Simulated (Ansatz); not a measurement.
# Lattice dynamics of CdInCl3 (model cell, started as cubic perovskite with Cd in the octahedra), part 2 of 3

Aim: the vibrations of CdInCl3 (model cell, started as cubic perovskite with Cd in the octahedra), their spectra, and whether the structure is stable.

Ansatz 0.2.0; DFT PBEsol, scalar-relativistic, plane waves, PAW; PAW set soft_1.

So far: Set-up; Relaxation, k-mesh 4×4×4.

The structure was built from a prototype and need not be the compound's stable phase.

**3. Bringing the structure to rest, k-mesh 6×6×6**

The relaxation is repeated from its end, on the mesh and smearing that suit the cell and gap now reached.

input.yaml

```yaml
crystal:
  lattice:
    - [5.1243187096, 0.0, 0.0]
    - [0.0, 5.1243187096, 0.0]
    - [0.0, 0.0, 5.1243187096]
  atoms:
    - { symbol: In, position: [0.0, 0.0, 0.0] }
    - { symbol: Cd, position: [0.5, 0.5, 0.5] }
    - { symbol: Cl, position: [0.5, 0.5, 0.0] }
    - { symbol: Cl, position: [0.5, 0.0, 0.5] }
    - { symbol: Cl, position: [0.0, 0.5, 0.5] }
kpoints:
  mp_grid: { grid: [6, 6, 6] }
hamiltonian:
  xc: pbesol
  pseudopotentials: { kind: paw, azcp: { folder: soft_1 }, xc_functional: pbe }
scf:
  occupations: { method: gaussian, width: 0.02 }
output:
  forces: true
  stress: true
  eigenvalues: true
  write_density: true
  write_potential: true
  elf: true
  volumetric_format: npy
relax:
  adjacent_minimum: "off"
  f_tol: 0.005
  max_steps: 80
  cell: { stress_tol: 0.05 }
```

Started as:

```bash
> ansatz run input.yaml --threads 4 --pin off --max-ram 16384MiB --backend cpu --events-out ev --progress --plain --runs-dir out
```

Numbers of over 12 decimals in the logs are rounded to 6 here.

Log:

```text
[...]
Crystal: 5 atoms, lattice volume = 134.558 Å³
Basis set: ecut = 420 eV, 2601 PW (Γ), exchange–correlation on 72×72×72 points (8 copies of the dense FFT grid, shifted against one another)
Bands: 33, of which v1, the nominal top of the filled ones, is band 27 counted from 1 (26 counted from 0)
Symmetry: 48 space group operations
[...]
k-points: 20 of 216
[...]
--- Relaxed structure (1 steps of the walk, 1 accepted, 1 SCFs on fresh bases) ---
[...]
cell:  # Å, volume = 134.5577 Å³
    - [5.1243187096, 0.0, 0.0]
    - [0.0, 5.1243187096, 0.0]
    - [0.0, 0.0, 5.1243187096]
  atoms:
    - { symbol: In, position: [0.0, 0.0, 0.0] }
    - { symbol: Cd, position: [0.5, 0.5, 0.5] }
    - { symbol: Cl, position: [0.5, 0.5, 0.0] }
    - { symbol: Cl, position: [0.5, 0.0, 0.5] }
    - { symbol: Cl, position: [0.0, 0.5, 0.5] }
[key lines of the parts left out:]
SCF converged after 6 iterations
Free energy (F): -16896.479205 eV
Fermi energy:    4.805976 eV
P = ⅓ Tr σ = -0.0144 GPa (-0.144 kbar)
```

Run time: 3 s. Hardware: 4 threads of Arm Neoverse V2, shared host; peak memory 0.47 GiB; 11 s of CPU time.

Little changed from the start: no atom moved by 0.005 Å and no cell edge by 0.1 %.

This step gave:

| Quantity | Value |
| --- | --- |
| pressure | -0.01438 GPa |
| direct gap on mesh | 2.790 eV |

In this step the volume went from 26.91 to 26.91 Å³/atom.

**4. Relaxing to small forces for the phonons**

Phonons need a cell at rest on their own settings, so the relaxation is repeated with tight tolerances on forces and stress, using the mesh and the filling of the phonon run that follows.

Changes to input.yaml since step 3:

```diff
@@ -17,3 +17,3 @@
 scf:
-  occupations: { method: gaussian, width: 0.02 }
+  occupations: { method: fixed }
 output:
@@ -28,4 +28,4 @@
   adjacent_minimum: "off"
-  f_tol: 0.005
-  max_steps: 80
-  cell: { stress_tol: 0.05 }
+  f_tol: 0.001
+  max_steps: 60
+  cell: { stress_tol: 0.01 }
```

Log:

```text
[...]
Crystal: 5 atoms, lattice volume = 134.558 Å³
Basis set: ecut = 420 eV, 2601 PW (Γ), exchange–correlation on 72×72×72 points (8 copies of the dense FFT grid, shifted against one another)
Bands: 33, of which v1, the nominal top of the filled ones, is band 27 counted from 1 (26 counted from 0)
Symmetry: 48 space group operations
[...]
k-points: 20 of 216
[...]
--- Relaxed structure (2 steps of the walk, 2 accepted, 1 SCFs on fresh bases) ---
[...]
cell:  # Å, volume = 134.5169 Å³
    - [5.123801, 0, 0]
    - [0, 5.123801, 0]
    - [0, 0, 5.123801]
  atoms:
    - { symbol: In, position: [0, 0, 0] }
    - { symbol: Cd, position: [0.5, 0.5, 0.5] }
    - { symbol: Cl, position: [0.5, 0.5, 0] }
    - { symbol: Cl, position: [0.5, 0, 0.5] }
    - { symbol: Cl, position: [0, 0.5, 0.5] }
[key lines of the parts left out:]
SCF converged after 7 iterations
Free energy (F): -16896.479211 eV
Fermi energy:    3.915981 eV
P = ⅓ Tr σ = -0.0028 GPa (-0.028 kbar)
```

Run time: 4.2 s. Hardware: 4 threads; peak memory 0.47 GiB; 15 s of CPU time.

Little changed from the start: no atom moved by 0.005 Å and no cell edge by 0.1 %.

Numbers from this step:

| Property | Result |
| --- | --- |
| pressure | -0.002830 GPa |
| volume per atom | 26.90 Å³ |
| direct gap on mesh | 2.791 eV |

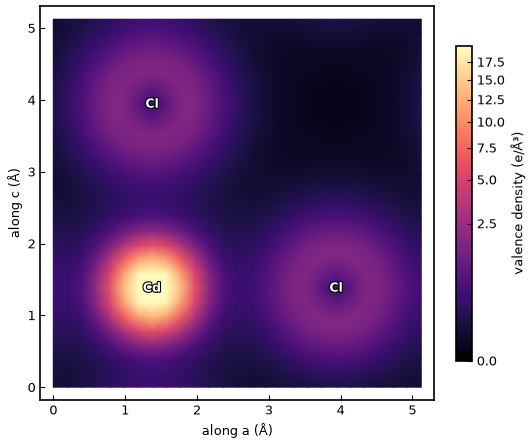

Valence density in the ac plane at fractional y = 0.500, with atoms of Cd and Cl within 0.2 Å of it. It is the smooth field of the valence electrons, not physical close to the nuclei. The map starts off the cell's origin, so that atoms lie inside it. The colour scale is stretched toward low values.

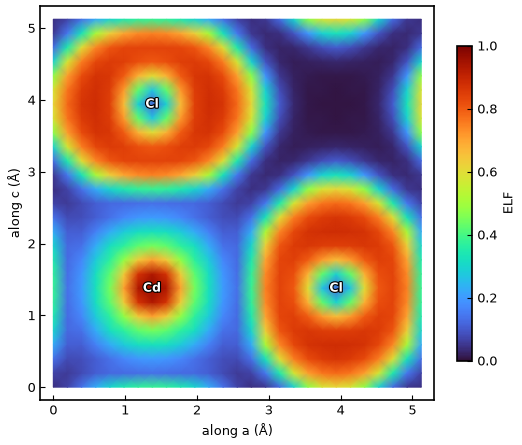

ELF in the ac plane at fractional y = 0.500, with atoms of Cd and Cl within 0.2 Å of it. It is the smooth field of the valence electrons, not physical close to the nuclei. The map starts off the cell's origin, so that atoms lie inside it.

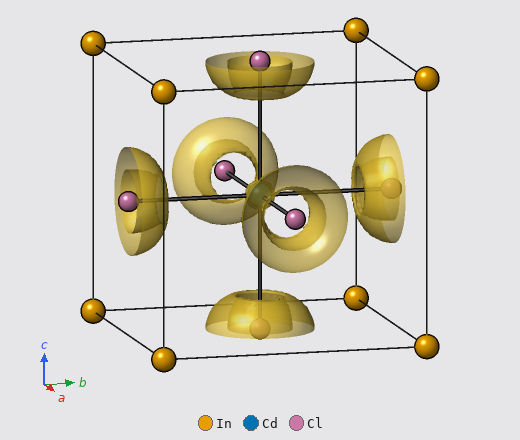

Surface of ELF = 0.85.

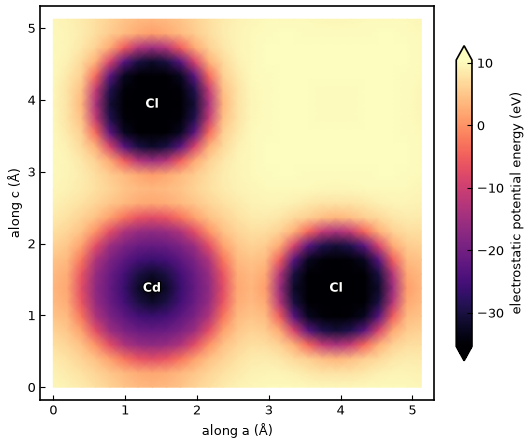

Electrostatic potential energy in the ac plane at fractional y = 0.500, with atoms of Cd and Cl within 0.2 Å of it. With pseudopotentials it is smooth inside the atoms' cores, unlike the true potential. The map starts off the cell's origin, so that atoms lie inside it.

The forces vanish by symmetry and the pressure is -0.003 GPa, within the tolerances set. The cell now holds 26.90 Å³/atom.

**5. Linear response at the zone centre**

The zone centre comes first: it holds the modes that light can see, as far as symmetry allows. The response to a homogeneous field gives the Born charges and the dielectric tensor.

input.yaml, the sections that differ from step 4:

```yaml
crystal:
  lattice:
    - [5.1238010624, 0.0, 0.0]
    - [0.0, 5.1238010624, 0.0]
    - [0.0, 0.0, 5.1238010624]
  atoms:
    - { symbol: In, position: [0.0, 0.0, 0.0] }
    - { symbol: Cd, position: [0.5, 0.5, 0.5] }
    - { symbol: Cl, position: [0.5, 0.5, 0.0] }
    - { symbol: Cl, position: [0.5, 0.0, 0.5] }
    - { symbol: Cl, position: [0.0, 0.5, 0.5] }
output:
  eigenvalues: true
phonons:
  method: dfpt
  dielectric: true
  rigid_motions: translations
# kpoints, hamiltonian, scf: as in step 4
# relax: removed
```

Log:

```text
[...]
Crystal: 5 atoms, lattice volume = 134.517 Å³
Basis set: ecut = 420 eV, 2601 PW (Γ), exchange–correlation on 72×72×72 points (8 copies of the dense FFT grid, shifted against one another)
Bands: 33, of which v1, the nominal top of the filled ones, is band 27 counted from 1 (26 counted from 0)
Symmetry: 48 space group operations
k-points: 80 of 216 (irreducible under 2 space group operations, time reversal used)
[...]
SCF iter   1: F=—  HF=-16897.999292 eV  |F-HF|=—  |Δ(HF+E_count)|=         —  Δρ=5.12e-2  dr2=3.92e0  ethr=3.10e-3  ⟨swp⟩=4.9  Hψ=9283  notcnv=0  defer=260
[...]
SCF iter  10: F=-16896.479211 eV  HF=-16896.479211 eV  |F-HF|=9.09e-11  |Δ(HF+E_count)|=   2.00e-9  Δρ=2.87e-7  dr2=8.69e-11  ethr=1.00e-12  ⟨swp⟩=15.2  Hψ=20426  notcnv=0
SCF 1 converged in 10 iterations: F = -16896.479211 eV  dr2 = 8.69e-11
[...]
DFPT response loops at Γ: preconditioner auto → Resta (q_TF=auto, 2.343 Å⁻¹)  ε∞=5.8 (no band partly filled); β = 1.00, the filter's whole step (`scf.mixing.beta` (0.50) is not read by the response loops at its default; to damp them type it under 1.00, their step now; it binds the ground state too); Broyden in place of MSR1
── the response to a field inside a basis, on 6×6×6 k-points: an SCF that follows is theirs, and a resumed run solves both again ──
Bands: 28, of which v1, the nominal top of the filled ones, is band 27 counted from 1 (26 counted from 0)
k-points: 10 of 216
[...]
Eigensolver: Dense (10 Hₖ)
SCF iter   1: F=—  HF=-16896.443989 eV  |F-HF|=—  |Δ(HF+E_count)|=         —  Δρ=2.00e-4  dr2=9.50e-6  ethr=1.00e-1
[...]
SCF iter   3: F=-16896.444000 eV  HF=-16896.444000 eV  |F-HF|=1.75e-9  |Δ(HF+E_count)|=   3.29e-6  Δρ=1.01e-5  dr2=6.18e-8  ethr=5.04e-9
SCF 1 converged in 3 iterations: F = -16896.444000 eV  dr2 = 6.18e-8
[...]
SCF converged after 10 iterations
Free energy (F): -16896.479211 eV
[...]
Internal energy: -16896.479211 eV  (E = F + TS)
E sigma→0 (E₀):  -16896.479211 eV
Fermi energy:    3.915981 eV
[...]
--- Band table (eV; the first three rows and the last of 80) ---
  k-point 0: bands = [... 23 lower, 2.8508, 2.9131, 2.9131, 2.9131, 5.7042, 9.7165, 9.7165, 9.7165, ... 2 higher]
  k-point 1: bands = [... 23 lower, 2.8115, 2.9085, 2.9085, 3.0922, 6.2750, 8.9593, 9.4883, 9.4883, ... 2 higher]
  k-point 2: bands = [... 23 lower, 2.7237, 2.9376, 2.9376, 3.5544, 7.5691, 7.9360, 9.1346, 9.1346, ... 2 higher]
  k-point 79: bands = [... 23 lower, 3.5251, 3.5251, 3.9160, 3.9160, 9.4618, 9.4618, 9.4618, 10.0811, ... 2 higher]
--- Phonons (Γ-DFPT): 4 representative perturbations + reference, on 80 of 216 k-points (Σ response iterations 12) ---
  k mesh reduced under 2 symmetry operations, with k and −k counted as one. Each operation leaves every solved perturbation unchanged. A smaller set is not considered because the run solves the response to a homogeneous field
  ASR residual: 1.543e-4 → 0.000e0 eV/Å²; symmetrization residual: 2.007e-5 eV/Å²
  ASR residual per site (eV/Å²): 1.54e-4 9.58e-5 5.76e-5 5.76e-5 5.76e-5
  Γ frequencies (cm⁻¹): -56.45 -56.45 -56.45 0.00 0.00 0.00 36.14 36.14 36.14 53.22 53.22 53.22 265.25 265.25 265.25
  ε∞ (high-frequency dielectric tensor):
        4.407044    -0.000000     0.000000
       -0.000000     4.407044     0.000000
        0.000000     0.000000     4.407044
  softest optical mode at Γ: -56.45 cm⁻¹; the repairs (sum rule, projections) moved no ω² at Γ by more than (1.66 cm⁻¹)²
  Born effective charges Z* (e; rows j = field, columns β = displacement):
    site 0:
         1.96547    0.00000    0.00000
        -0.00000    1.96547   -0.00000
         0.00000    0.00000    1.96547
    site 1:
         2.69025   -0.00000    0.00000
         0.00000    2.69025   -0.00000
        -0.00000    0.00000    2.69025
    site 2:
        -1.24861    0.00000    0.00000
        -0.00000   -1.24861   -0.00000
         0.00000    0.00000   -2.15850
    site 3:
        -1.24861    0.00000    0.00000
         0.00000   -2.15850   -0.00000
         0.00000    0.00000   -1.24861
    site 4:
        -2.15850   -0.00000    0.00000
        -0.00000   -1.24861    0.00000
        -0.00000    0.00000   -1.24861
  Z* charge neutrality: 1.842e-3 e pre-enforcement
  solved inside a basis spanned on kpoints, on 6×6×6 k-points, its susceptibility summed on 10×10×10: ε∞ is read to err by 1.1e-2, Z* by 2.3e-2 e (field_mesh: kpoints solves on kpoints); Z* is corrected for what the basis lacks
  optical modes at Γ without the LO–TO term, one row a degenerate level:
      ω (cm⁻¹)  modes    IR ((D/Å)²/amu)
        -56.45      3             9.8438
         36.14      3             0.0000
         53.22      3             2.5638
        265.25      3             9.5612
  optical modes at Γ + LO–TO along q̂ = [1.0000, 0.0000, 0.0000]:
      ω (cm⁻¹)  modes    IR ((D/Å)²/amu)
        -56.45      2             6.5626
         31.38      1             0.1757
         36.14      3             0.0000
         53.22      2             1.7092
        105.57      1             2.6409
        265.25      2             6.3741
        290.21      1             4.5063
  optical modes at Γ + LO–TO along q̂ = [0.0000, 1.0000, 0.0000]:
      ω (cm⁻¹)  modes    IR ((D/Å)²/amu)
        -56.45      2             6.5626
         31.38      1             0.1757
         36.14      3             0.0000
         53.22      2             1.7092
        105.57      1             2.6409
        265.25      2             6.3741
        290.21      1             4.5063
  optical modes at Γ + LO–TO along q̂ = [0.0000, 0.0000, 1.0000]:
      ω (cm⁻¹)  modes    IR ((D/Å)²/amu)
        -56.45      2             6.5626
         31.38      1             0.1757
         36.14      3             0.0000
         53.22      2             1.7092
        105.57      1             2.6409
        265.25      2             6.3741
        290.21      1             4.5063
```

Run time: 60 s. Hardware: 4 threads; peak memory 1.6 GiB; 3.7 min of CPU time.

In the SCF lines HF is the Harris–Foulkes energy and dr2 the Hartree energy of the density residual, in eV; the loop may stop once dr2 is under the threshold and the program's other checks hold. Hψ counts applications of the Hamiltonian.

Numbers from this step:

```
sum-rule residual before enforcement                    : 1.54e-4 eV/Å²
miss of the charge sum rule                             : 0.001842 e
estimated error of the dielectric tensor                : 0.01148
estimated error of the Born charges                     : 0.02271 e
point group                                             : m-3m
highest optical mode at the zone centre (no LO-TO term) : 265.2 cm⁻¹
lowest optical zone-centre mode                         : -56.45 cm⁻¹
mean high-frequency dielectric constant                 : 4.407
largest Born charge (third of the trace)                : 2.690 e
top of the zone-centre spectrum with the field          : 290.2 cm⁻¹
```

Without the LO-TO term. Patterns of degenerate modes are one choice out of their space. The modes at Γ (shares of kinetic energy by element, %) (negative means imaginary):

```csv
mode,frequency (cm⁻¹),symmetry,In %,Cd %,Cl %
1,-56.5,T1u,48,0,52
2,-56.5,T1u,48,0,52
3,-56.5,T1u,48,0,52
4,0.0,acoustic,34,34,32
5,0.0,acoustic,34,34,32
6,0.0,acoustic,34,34,32
7,36.1,T2u,0,0,100
8,36.1,T2u,0,0,100
9,36.1,T2u,0,0,100
10,53.2,T1u,18,53,29
11,53.2,T1u,18,53,29
12,53.2,T1u,18,53,29
13,265.2,T1u,0,13,87
14,265.2,T1u,0,13,87
15,265.2,T1u,0,13,87
```

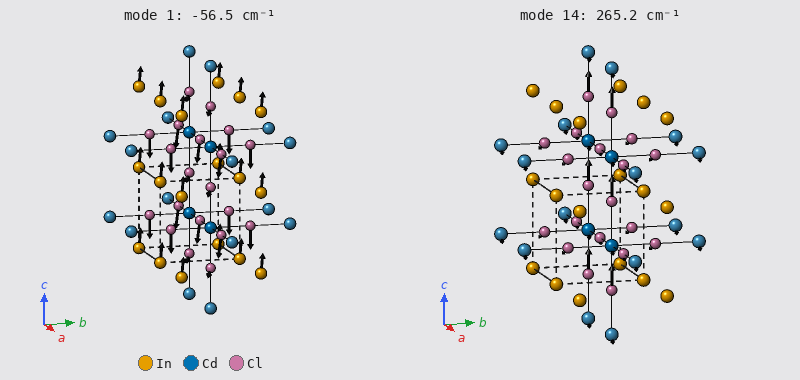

Displacement patterns of modes 1 and 14 at Γ; arrows are exaggerated. 2×1×2 cells are drawn. Some periodic images of atoms are drawn too.

Optical modes at the zone centre, without and with the macroscopic field of the longitudinal modes; each column is sorted by frequency, so a row need not hold one and the same mode. Modes with and without the field, by row:

```csv
rank among optical modes,no field (cm⁻¹),"q along (1, 0, 0) (cm⁻¹)"
1,-56.5,-56.5
2,-56.5,-56.5
3,-56.5,31.4
4,36.1,36.1
5,36.1,36.1
6,36.1,36.1
7,53.2,53.2
8,53.2,53.2
9,53.2,105.6
10,265.2,265.2
11,265.2,265.2
12,265.2,290.2
```

Born charge (rows field, columns displacement) (e), principal values of the symmetric part by kind of site:

```csv
atom,atoms with these values,low,middle,high,mean
In1,1,1.97,1.97,1.97,1.97
Cd2,1,2.69,2.69,2.69,2.69
Cl3,3,-2.16,-1.25,-1.25,-1.55
```

In full for Cd2:

```
2.69 0.00 0.00
0.00 2.69 0.00
0.00 0.00 2.69
```

High-frequency dielectric tensor:

```
4.41 0.00 0.00
0.00 4.41 0.00
0.00 0.00 4.41
```

Transverse modes; imaginary modes are left out. Lines of the infrared spectrum (strongest = 100):

```csv
position (cm⁻¹),label,relative intensity
36,T2u,0.0
53,T1u,27
265,T1u,100
```

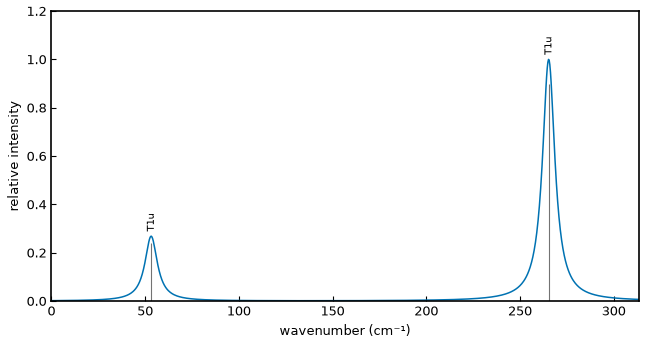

The infrared spectrum, broadened with Lorentzians of width 8 cm⁻¹; bars mark the lines.

Before it was imposed, the acoustic sum rule was missed by 1.5e-4 eV/Å² and the charge sum rule by 0.0018 e. Small misses are needed for a sound result but don't prove that mesh and cutoff are converged. The lowest optical mode is imaginary, 56.5i cm⁻¹, so the energy falls along it.

(Part 2 of 3 ends here.)

[Logs are printed without paths, hosts, clocks, repeated set-up lines and the standing remarks that a program may print on its own settings, such as how far it seeks lower states.]

[Hosts, paths, dates, database ids (printed as entryN), source tags and the programs' standing remarks are cut or masked in the printed files.]
